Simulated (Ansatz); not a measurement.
SiH$_{4}$···HCl

The calculation's input:

```
crystal:
  periodic: [false, false, false]
  atoms:
    - { symbol: Si, position_ang: [0.214418, 0.0, -0.059367] }
    - { symbol: H, position_ang: [0.200318, 0.0, 1.416167] }
    - { symbol: H, position_ang: [1.642749, 0.0, -0.497996] }
    - { symbol: H, position_ang: [-0.456714, 1.227649, -0.566561] }
    - { symbol: H, position_ang: [-0.456714, -1.227649, -0.566561] }
    - { symbol: Cl, position_ang: [-2.806908, 0.0, 1.358] }
    - { symbol: H, position_ang: [-1.595848, 0.0, 1.905519] }
basis:
  gaussian: { orbitals: def2-SVP }
hamiltonian:
  xc: pbe0
  dispersion: d4
relax:
  f_tol: 0.03
  max_steps: 50
output:
  orbitals: {}
```

Run with:

```sh
ansatz run input.yaml --threads 1 --pin off --max-ram 2048MiB --backend cpu --events-out ev --progress --plain --runs-dir out
```

The fields are those of the run's last geometry, not of the input's.

Computed with RKS PBE0-D4/def2-SVP (Ansatz).

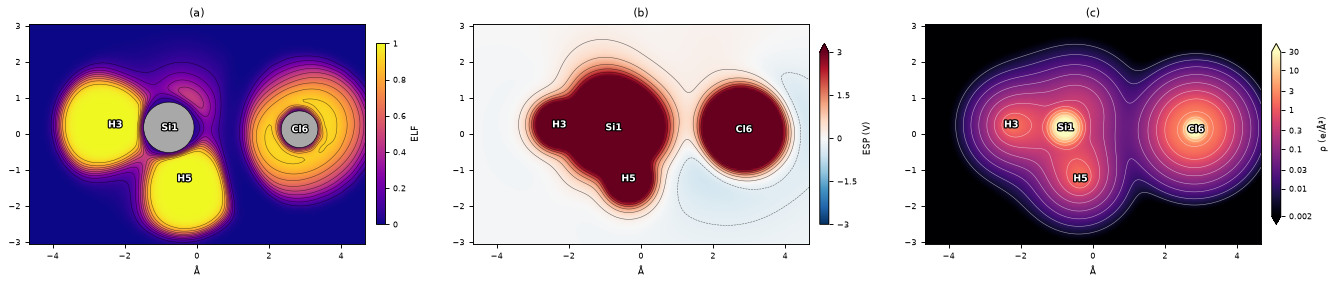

Figure 1. (a) ELF; (b) molecular electrostatic potential; (c) electron density on the plane of atoms H3, Si1 and H5. Grey discs cover the atomic cores in the ELF map.

**Interpret the plot.**

- The section cuts through Si, H and Cl sites.
- Si1···Cl6 (3.63 Å): the density falls to about 0.04 e/Å³ on the way; the ELF dips to about 0 between them: a non-bonded, intermolecular contact.
- Si–H (1.49 Å): the density is about 0.76 e/Å³ at the midpoint; the ELF climbs to about 1 towards the hydrogen, as it does in any bond to H.
- The ELF also peaks beside Cl6, away from the bonds: lone-pair regions.
- Outside the dense part of the complex the potential is most negative (−0.5 V) near Cl6.

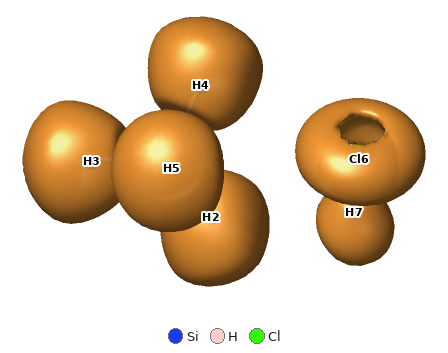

Figure 2. Isosurface of the electron localisation function at 0.85 (orange), seen at an oblique angle. Core shells and regions of very low density are left out.

**Where are the electrons localised?**

The surface consists of five regions around hydrogen nuclei and one ring or bowl of non-bonding electrons around Cl.


 Cl–H (1.29 Å): the ELF climbs to about 1 towards the hydrogen.

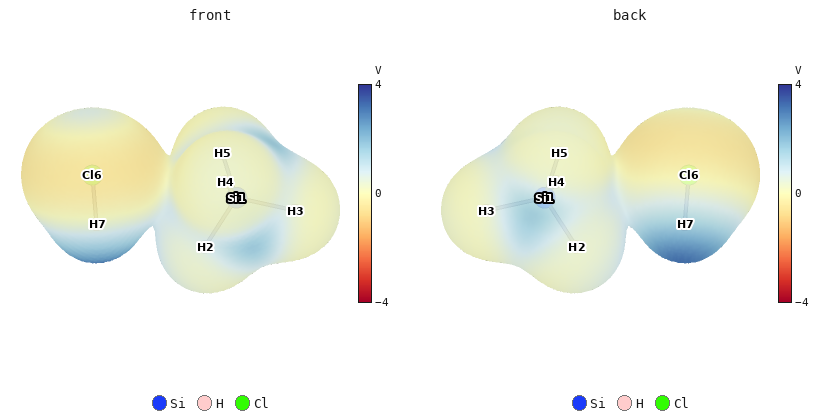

Figure 3. The molecular electrostatic potential painted on the density surface at 0.004 e/bohr³, seen from the front and from behind; the colour scale runs from red (negative) to blue (positive).

**Which sites attract a positive test charge, and which a negative one?**

A positive charge is drawn to the negative regions and a negative charge to the positive ones. The most negative region (about −0.5 V) lies over Cl6, the most positive (about +3.2 V) over H7. Cl6 shows a σ-hole: about +0.7 V at the tip opposite its bond, against about −0.3 V on its flanks.

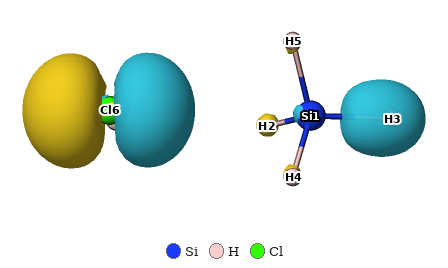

Figure 4. The HOMO at ±0.15 Å⁻³ᐟ² (yellow and cyan are the two phases), seen from one side.

**What is the character of this orbital?**

By Hirshfeld shares it lies mainly on Cl6 (about 75 %), Si1 (about 10 %) and H3 (about 10 %); largely a lone pair of Cl6. Its energy is −9.09 eV.
